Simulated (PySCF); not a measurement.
**C3H2Cl3F3: NMR shifts and electronic excitations in gas and solvents, part 1 of 2**

Aim: compute the NMR shifts and electronic excitations of C3H2Cl3F3 (`FC(F)(F)[C@@H](Cl)C(Cl)Cl`), and see what a dielectric continuum does where one was used.

Computed with PySCF 2.14.0, with density-fitted response routines of our own, on a single molecule, in the gas phase or a continuum. Atoms are numbered from 0 throughout.

## 1. The starting structure

11 atoms, charge 0, multiplicity 1; geometry from: GFN2-xTB.

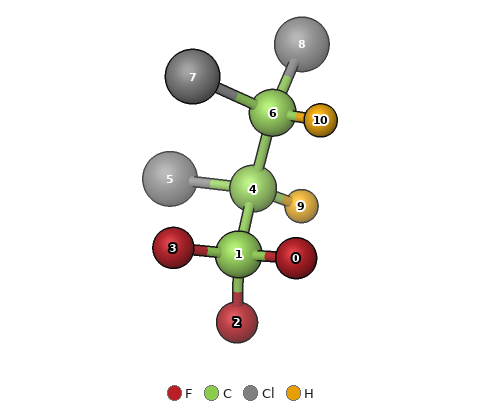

The starting geometry (fluorine red, carbon green, chlorine grey, hydrogen amber), atoms numbered.

## 2. Optimising the geometry at PBE0-D3(BJ)/def2-SVP

The job: settings as JSON, then the geometry in Å.

```
{"job": {"xc": "PBE0", "basis": "def2-SVP", "d3": "d3bj", "grid": 1, "kind": "geom"}, "charge": 0, "multiplicity": 1}
F      1.158137    -0.991899     1.308561
C      1.285042    -0.117298     0.296095
F      2.223705     0.756682     0.664298
F      1.757665    -0.792093    -0.743353
C     -0.049693     0.592302     0.032255
Cl     0.125221     1.582469    -1.439187
C     -1.213789    -0.385585    -0.093799
Cl    -1.057703    -1.395840    -1.545543
Cl    -2.733064     0.531209    -0.155132
H     -0.229259     1.270216     0.874168
H     -1.260837    -1.047492     0.775675
```

On the command line:

```bash
> OMP_NUM_THREADS=1 python probes_run.py task.json out
```

One launch serves the whole session: the jobs run in the order shown.

The log of the run:

```text
step   0  E = -1794.05173915  max force = 0.014589
step   1  E = -1794.05143383  max force = 0.018838
step   2  E = -1794.05288098  max force = 0.007481
step   3  E = -1794.05320034  max force = 0.001308
step   4  E = -1794.05324167  max force = 0.000914
step   5  E = -1794.05325921  max force = 0.000716
step   6  E = -1794.05326543  max force = 0.000341
optimisation converged
```

It took 4 min on 1 thread, shared host.

Along the way: (the energy doesn't fall at every step)

| step | energy from step 0 (eV) | largest force component (eV/Å) |
| --- | --- | --- |
| 0 | 0.0000 | 0.7502 |
| 1 | 0.0083 | 0.9687 |
| 2 | -0.0311 | 0.3847 |
| 3 | -0.0398 | 0.0673 |
| 4 | -0.0409 | 0.0470 |
| 5 | -0.0414 | 0.0368 |
| 6 | -0.0415 | 0.0175 |

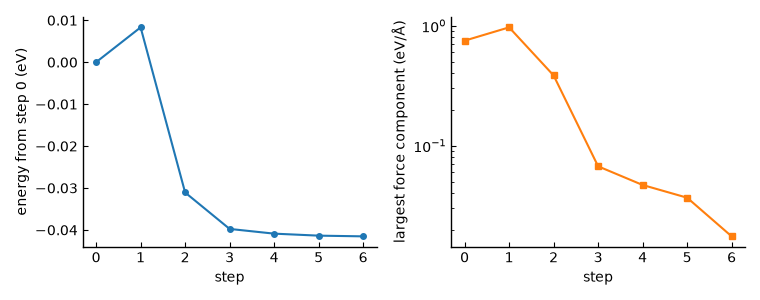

Energy and force, step by step.

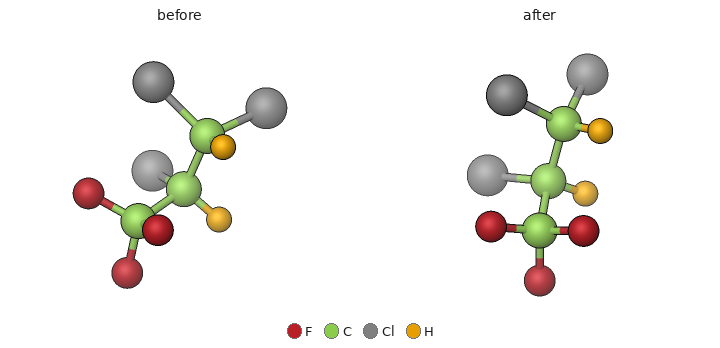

Before and after, at one scale.

Close pairs (by a distance rule), those that changed most:

| bond | before (Å) | after (Å) | change (Å) |
| --- | --- | --- | --- |
| C4–Cl5 | 1.782 | 1.766 | -0.016 |
| C6–Cl7 | 1.776 | 1.765 | -0.010 |
| C1–F2 | 1.334 | 1.329 | -0.005 |
| C1–F3 | 1.326 | 1.321 | -0.005 |
| C4–H9 | 1.096 | 1.100 | +0.004 |
| F0–C1 | 1.344 | 1.340 | -0.004 |
| C6–H10 | 1.094 | 1.097 | +0.003 |
| C1–C4 | 1.534 | 1.531 | -0.003 |

The final coordinates are the input of the step that follows.

| at the end point | value |
| --- | --- |
| point group (found at 0.08 Å tolerance) | C1 |
| rotational constants (GHz, main isotopes) | 1.338, 0.734, 0.667 |
| dipole moment (D) | 1.68 |

## 3. Nuclear shieldings: PBE0/pcSseg-1 in acetonitrile

The job: settings as JSON, then the geometry in Å.

```
{"job": {"kind": "nmr", "xc": "PBE0", "basis": "pcSseg-1", "solvent": "acetonitrile", "pop": true}, "charge": 0, "multiplicity": 1}
F      0.280311    -0.386946     1.919243
C      0.992465     0.085451     0.887469
F      1.698095     1.124223     1.322588
F      1.835047    -0.856448     0.501739
C      0.033096     0.534918    -0.218044
Cl     0.948453     1.016815    -1.649557
C     -1.053460    -0.484947    -0.536775
Cl    -0.413800    -1.956312    -1.272995
Cl    -2.293621     0.267439    -1.558507
H     -0.473637     1.430783     0.170144
H     -1.545810    -0.778585     0.398812
```

Level: GIAO PBE0/pcSseg-1 NMR shielding, non-relativistic, IEF-PCM acetonitrile.

The log of the run:

```text
coarse grid: 12632 points
cycle   1  E = -1794.4619998803  dE =  1.461e+00  |g| = 9.504e-01  |ddm| = 3.147e+00
cycle   2  E = -1794.2417201642  dE =  2.203e-01  |g| = 1.502e+00  |ddm| = 1.570e+00
cycle   3  E = -1794.6303943495  dE = -3.887e-01  |g| = 6.916e-02  |ddm| = 1.007e+00
cycle   4  E = -1794.6308829452  dE = -4.886e-04  |g| = 4.969e-02  |ddm| = 9.062e-02
cycle   5  E = -1794.6314477124  dE = -5.648e-04  |g| = 9.721e-03  |ddm| = 4.827e-02
cycle   6  E = -1794.6314650696  dE = -1.736e-05  |g| = 2.173e-03  |ddm| = 9.394e-03
cycle   7  E = -1794.6314658469  dE = -7.773e-07  |g| = 6.567e-04  |ddm| = 2.072e-03
final grid: 114424 points
cycle   8  E = -1794.7011648891  dE = -5.359e-05  |g| = 6.910e-03  |ddm| = 2.197e-02
cycle   9  E = -1794.7011581647  dE =  6.724e-06  |g| = 8.648e-03  |ddm| = 1.114e-02
cycle  10  E = -1794.7011726912  dE = -1.453e-05  |g| = 1.339e-03  |ddm| = 7.084e-03
cycle  11  E = -1794.7011729725  dE = -2.813e-07  |g| = 2.121e-04  |ddm| = 1.338e-03
cycle  12  E = -1794.7011729809  dE = -8.375e-09  |g| = 9.469e-05  |ddm| = 2.368e-04
cycle  13  E = -1794.7011729826  dE = -1.773e-09  |g| = 1.499e-05  |ddm| = 7.112e-05
cycle  14  E = -1794.7011729827  dE = -5.139e-11  |g| = 3.190e-06  |ddm| = 1.719e-05
converged SCF energy = -1794.7011729827

GIAO shielding tensors (ppm)
atom      isotropic    diamagn.    paramagn.     s11        s22        s33       span
  0 F      263.676     473.174    -209.497    180.338    268.892    341.798    161.461
  1 C       57.101     239.146    -182.045     53.946     58.347     59.010      5.064
  2 F      255.666     470.171    -214.505    179.875    244.362    342.762    162.886
  3 F      269.785     471.225    -201.440    200.577    278.191    330.588    130.011
  4 C      114.837     248.162    -133.325     94.657    119.057    130.796     36.139
  5 Cl     857.437    1145.184    -287.747    721.754    766.697   1083.860    362.106
  6 C      102.604     243.056    -140.453     68.401    115.687    123.723     55.322
  7 Cl     722.016    1145.036    -423.020    461.951    683.378   1020.718    558.767
  8 Cl     675.823    1144.626    -468.803    345.258    641.965   1040.247    694.989
  9 H       26.663      27.855      -1.192     23.634     25.280     31.076      7.442
 10 H       24.829      26.740      -1.911     20.804     24.537     29.145      8.341
```

Wall time 93 s (1 thread, shared host).

Shifts follow as δ = σ(reference) − σ, with reference shieldings (ppm) from runs at the same level and on the same kind of geometry: ¹H TMS 31.24, ¹³C TMS 185.5, ¹⁹F CFCl3 180.5. The references are single molecules in the same continuum, so shifts against H2O, NH3, PH3, H3PO4 or CFCl3 are not on the usual liquid scales and can be off by tens of ppm. Atoms listed in one row are averaged.

| atoms | environment | σ (ppm) | δ (ppm) |
| --- | --- | --- | --- |
| C1 | CF3 carbon | 57.1 | 128.4 |
| C6 | sp3 CH bonded to 2 Cl | 102.6 | 82.9 |
| C4 | sp3 CH bonded to Cl | 114.8 | 70.6 |
| H10 | hydrogen on an sp3 CH bonded to 2 Cl | 24.83 | 6.41 |
| H9 | hydrogen on an sp3 CH bonded to Cl | 26.66 | 4.58 |
| F0, F2, F3 | fluorine of a CF3 group | 263.0 | -82.5 |
| Cl8 | chlorine bonded to C | 676 | – |
| Cl7 | chlorine bonded to C | 722 | – |
| Cl5 | chlorine bonded to C | 857 | – |

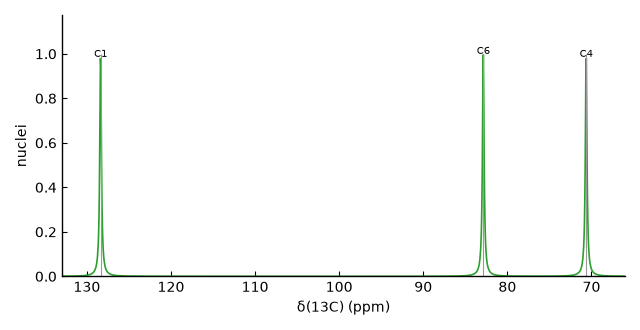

¹³C lines at the computed shifts, without couplings. Lines are broadened to a width of 0.23 ppm (Lorentzian).

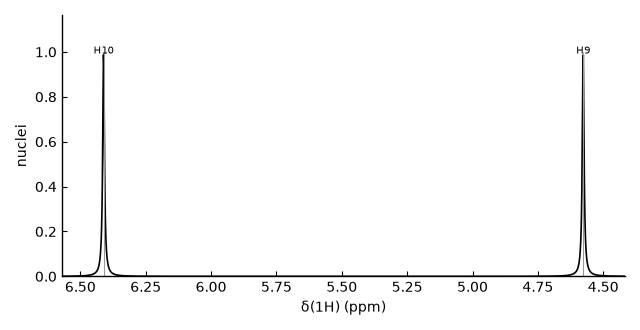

¹H lines at the computed shifts, without couplings. Lines are broadened to a width of 0.01 ppm (Lorentzian).

Charges from the same density, by scheme (e):

| atoms | Mulliken | IAO | Hirshfeld | ESP fit |
| --- | --- | --- | --- | --- |
| F0, F2, F3 | -0.25 | -0.27 | -0.08 | -0.15 |
| C1 | 0.88 | 0.81 | 0.25 | 0.57 |
| C4 | -0.31 | -0.16 | -0.03 | -0.46 |
| Cl5 | -0.05 | -0.06 | -0.05 | 0.02 |
| C6 | -0.18 | -0.11 | 0.03 | -0.48 |
| Cl7 | -0.04 | -0.05 | -0.05 | 0.04 |
| Cl8 | -0.04 | -0.06 | -0.04 | 0.02 |

ESP fit charges:

| atom | value (e) |
| --- | --- |
| F0 | -0.14 |
| C1 | 0.57 |
| F2 | -0.18 |
| F3 | -0.14 |
| C4 | -0.46 |
| Cl5 | 0.02 |
| C6 | -0.48 |
| Cl7 | 0.04 |
| Cl8 | 0.02 |
| H9 | 0.37 |
| H10 | 0.39 |

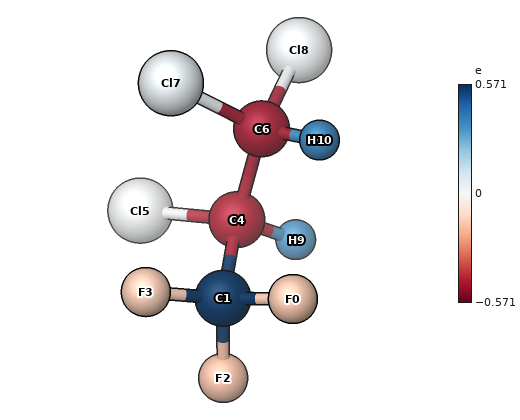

ESP fit charges, as colours on the atoms.

Mayer bond orders: F0–C1 0.99, C1–F2 1.02, C1–F3 1.04, C1–C4 0.93, C4–Cl5 1.05, C4–C6 0.92, C6–Cl7 1.03, C6–Cl8 1.03.

## 4. Shielding tensors: PBE0/pcSseg-1 in chloroform

Settings changed since step 3:

```diff
@@ -1,2 +1,2 @@
-{"job": {"kind": "nmr", "xc": "PBE0", "basis": "pcSseg-1", "solvent": "acetonitrile", "pop": true}, "charge": 0, "multiplicity": 1}
+{"job": {"kind": "nmr", "xc": "PBE0", "basis": "pcSseg-1", "solvent": "chloroform", "pop": false}, "charge": 0, "multiplicity": 1}
 F      0.280311    -0.386946     1.919243
```

With the program's defaults for keys left out, this is: GIAO PBE0/pcSseg-1 NMR shielding, non-relativistic, IEF-PCM chloroform.

The log of the run:

```text
coarse grid: 12632 points
cycle   1  E = -1794.4575145202  dE =  1.465e+00  |g| = 9.554e-01  |ddm| = 3.148e+00
cycle   2  E = -1794.2247497910  dE =  2.328e-01  |g| = 1.527e+00  |ddm| = 1.633e+00
cycle   3  E = -1794.6279017256  dE = -4.032e-01  |g| = 7.464e-02  |ddm| = 1.056e+00
cycle   4  E = -1794.6284651803  dE = -5.635e-04  |g| = 5.392e-02  |ddm| = 9.924e-02
cycle   5  E = -1794.6291343021  dE = -6.691e-04  |g| = 1.008e-02  |ddm| = 5.310e-02
cycle   6  E = -1794.6291527997  dE = -1.850e-05  |g| = 2.252e-03  |ddm| = 9.882e-03
cycle   7  E = -1794.6291536440  dE = -8.443e-07  |g| = 7.079e-04  |ddm| = 2.165e-03
final grid: 114424 points
cycle   8  E = -1794.6988641933  dE = -5.352e-05  |g| = 6.940e-03  |ddm| = 2.202e-02
cycle   9  E = -1794.6988570522  dE =  7.141e-06  |g| = 8.782e-03  |ddm| = 1.129e-02
cycle  10  E = -1794.6988720778  dE = -1.503e-05  |g| = 1.368e-03  |ddm| = 7.336e-03
cycle  11  E = -1794.6988723771  dE = -2.993e-07  |g| = 2.364e-04  |ddm| = 1.432e-03
cycle  12  E = -1794.6988723879  dE = -1.079e-08  |g| = 9.793e-05  |ddm| = 2.621e-04
cycle  13  E = -1794.6988723898  dE = -1.877e-09  |g| = 1.528e-05  |ddm| = 7.351e-05
cycle  14  E = -1794.6988723898  dE = -4.593e-11  |g| = 3.526e-06  |ddm| = 1.791e-05
converged SCF energy = -1794.6988723898

GIAO shielding tensors (ppm)
atom      isotropic    diamagn.    paramagn.     s11        s22        s33       span
  0 F      264.228     473.203    -208.974    181.076    269.470    342.140    161.064
  1 C       57.173     239.166    -181.992     53.972     58.492     59.056      5.084
  2 F      255.098     470.143    -215.045    179.448    243.514    342.331    162.883
  3 F      268.737     471.089    -202.352    199.470    277.129    329.613    130.143
  4 C      114.771     248.091    -133.320     94.858    118.629    130.824     35.966
  5 Cl     852.733    1145.098    -292.365    715.681    759.839   1082.679    366.997
  6 C      102.846     243.007    -140.161     68.496    116.130    123.911     55.415
  7 Cl     717.965    1144.960    -426.995    457.990    677.922   1017.985    559.995
  8 Cl     673.726    1144.592    -470.865    343.762    638.633   1038.784    695.022
  9 H       26.851      28.093      -1.242     23.867     25.488     31.199      7.331
 10 H       24.967      26.957      -1.990     20.964     24.700     29.237      8.273
```

Wall time 80 s (1 thread, shared host).

This run: δ C1 128.0, C6 82.3, C4 70.4, F0 -83.1, H10 6.28, H9 4.40 ppm (means over like atoms).

(Continued in part 2 of 2.)
